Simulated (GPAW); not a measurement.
Band structure of Ta2N (P-3m1, 3 atoms in the cell).

```
CELL_PARAMETERS angstrom
      3.11286     0.00000     0.00000
     -1.55643     2.69582     0.00000
      0.00000     0.00000     4.86984
ATOMIC_POSITIONS crystal
  Ta 0.66667 0.33333 0.74529
  Ta 0.33333 0.66667 0.25471
  N  0.00000 0.00000 0.00000
```

Level of theory: PBE, GPAW PAW datasets PBE (gpaw-data 1.0.1) (plane waves; GPAW 25.7.0).

Settings: mode = pw; ecut = 950 eV; xc = PBE; kpts = 10 10 6; mesh shift (steps) = 0 0 0; occupations.name = fermi-dirac; occupations.width = 0.136 eV; nbands = -9; symmetry.symmorphic = false; symmetry.tolerance = 0.0005; maxiter = 150; bandpath_npoints = 40.

The starting cell comes from a database of computed structures (which also holds hypothetical and non-ambient phases and stackings), without a prior relaxation at this level. Spin-orbit coupling is off. Spin polarisation is off; with an odd number of electrons in the cell that forces a metal, and a magnetic state may lie lower.

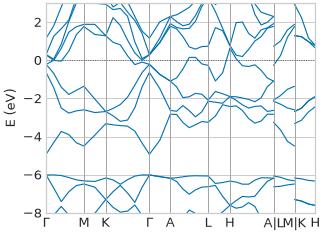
Fig. 1. Bands along the path, energies from the Fermi level.

Levels in eV from the Fermi level, bands 13 to 19:
| point | 13 | 14 | 15 | 16 | 17 | 18 | 19 |
|---|---|---|---|---|---|---|---|
| Γ | -4.93 | -0.64 | -0.22 | -0.22 | 0.27 | 0.29 | 0.29 |
| M | -4.50 | -2.60 | -1.37 | 1.76 | 1.88 | 3.69 | 3.97 |
| K | -3.33 | -2.69 | -2.69 | 1.28 | 1.28 | 2.93 | 3.42 |
| A | -2.83 | -2.63 | -1.10 | -1.10 | 1.77 | 1.91 | 2.29 |
| L | -3.25 | -2.15 | -2.09 | -0.27 | 0.73 | 3.27 | 3.50 |
| H | -2.43 | -1.91 | -1.91 | 0.63 | 0.77 | 0.77 | 3.96 |

Bands cross the Fermi level along this path, so the cell is metallic at this level.
